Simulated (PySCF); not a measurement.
# SnFCl: singlet, from a linear start

Where does singlet SnFCl go from a linear start, is the end point a minimum, and what are its modes, charges and moments?

Computed with PySCF 2.14.0. Level: PBE0, basis Sn def2-TZVP with ECP28, F def2-TZVP, Cl def2-TZVP, scalar-relativistic core potentials, no spin–orbit coupling, density fitting.

## Step 1: Starting geometry

3 atoms, charge 0, spin multiplicity 1.

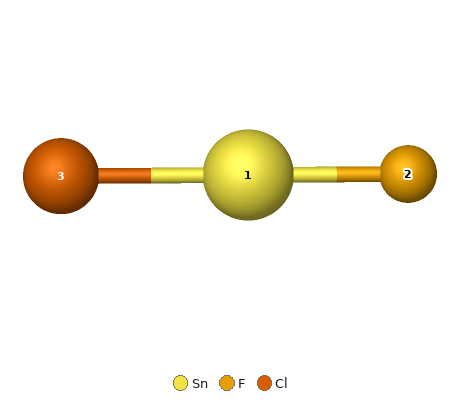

Start geometry, drawn with tin yellow, fluorine amber, chlorine orange; atoms are numbered from 1 in the order of the file.

Z-matrix (Å, degrees; charge 0 multiplicity 1):
```
Sn
F  1 2.0400
Cl 1 2.3900 2 180.00
```

## Step 2: First SCF at the start

One driver script runs all steps and calls PySCF; scf.py shows how it sets up the SCF of each step. The optimiser is the driver's own. After this first run the driver tries any further starts and a stability analysis.

scf.py

```python
from pyscf import gto, scf, dft
mol = gto.M(atom='''
Sn     0.000000     0.000000     0.000000
F      0.000000     0.000000    -2.040000
Cl     0.000000     0.000000     2.390000''',
    basis={'Sn': 'def2-TZVP', 'F': 'def2-TZVP', 'Cl': 'def2-TZVP'},
    ecp={'Sn': 'def2-TZVP'},
    charge=0, spin=0)
mf = dft.RKS(mol, xc='PBE0')
mf.grids.atom_grid = (50, 194)
aux = {'Sn': 'def2-universal-JKFIT', 'F': 'def2-universal-JKFIT', 'Cl': 'def2-universal-JKFIT'}
mf = mf.density_fit(auxbasis=aux)
mf.conv_tol = 1e-08
mf.diis_space = 10
mf.max_cycle = 60
mf.init_guess = 'minao'
mf.verbose = 4
mf.kernel()
```

Launch:

```bash
> OMP_NUM_THREADS=4 python axn.py task.json out
```

The runs that follow: Relaxing the singlet from the linear start; Hessian and properties; Leaving the saddle point; Vibrations and properties at this point.

Before running it: what results should come out? Wanted: minimum; geometry; wavenumbers; dipole moment; highest occupied, lowest empty level; polar-tensor charge of Sn1; zero-point energy; atomisation energy.

**Answer**, as computed:

| quantity | value |
| --- | --- |
| minimum | singlet, Cs |
| geometry | Sn–Cl 2.360 Å, Sn–F 1.935 Å; Cl–Sn–F 96.9° |
| wavenumbers (cm⁻¹) | 157 (a'), 354 (a'), 594 (a') |
| dipole moment | 3.50 D |
| highest occupied, lowest empty level | -8.30, -2.95 eV |
| polar-tensor charge of Sn1 | +1.27 e |
| zero-point energy | 6.6 kJ/mol |
| entropy at 298.15 K | 299.8 J/(mol K) |
| atomisation energy (no zero-point energy) | 877 kJ/mol |

In words: From C∞v at the start the molecule goes to a Cs minimum, after a stop at a second-order saddle point 136.1 kJ/mol higher, from which it was pushed off along an imaginary mode. In the infrared the band at 594 cm⁻¹ (a', stretch) leads. Other starts or spin states, not run here, may lie lower.
